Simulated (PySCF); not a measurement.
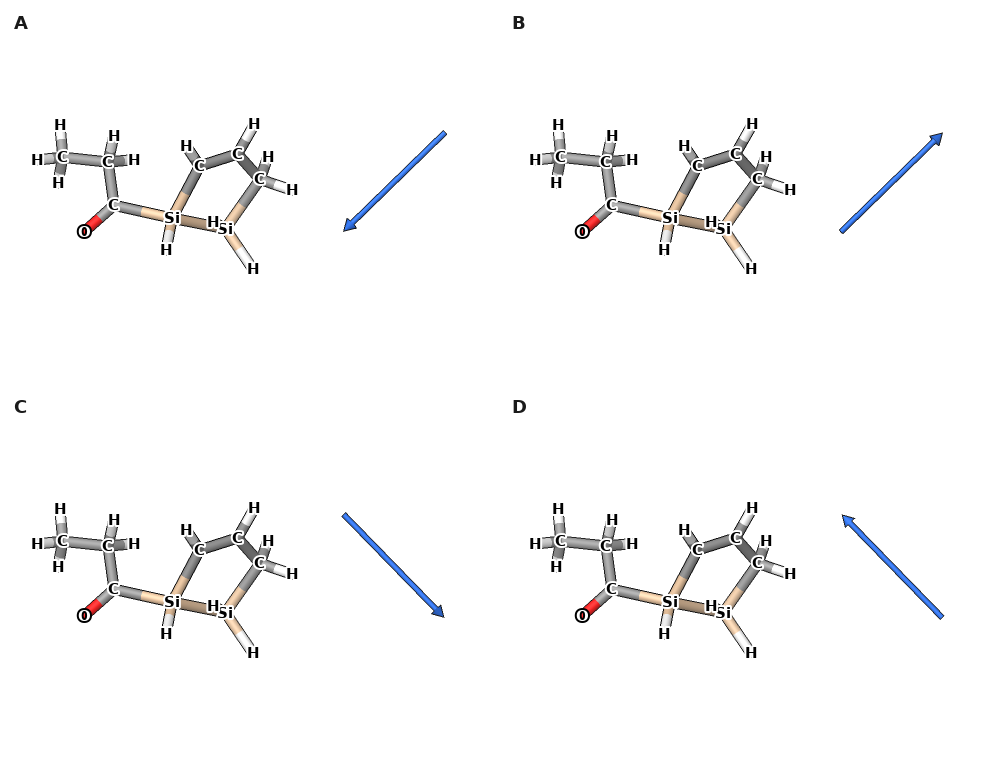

The same molecule four times, each with an arrow. The geometry was computed by an optimisation with GFN2-xTB. No frequency run is at hand to confirm it as a minimum. Method: PBE0/pcSseg-1, gas phase (PySCF 2.14.0).

### Which arrow points along the dipole moment, from the negative to the positive end?

B. The dipole moment is 3.32 D.

The geometry is semi-empirical. Around Si such bond lengths and angles can be off by a tenth of an ångström or more and by several degrees, and values that hang on the shape move with them.
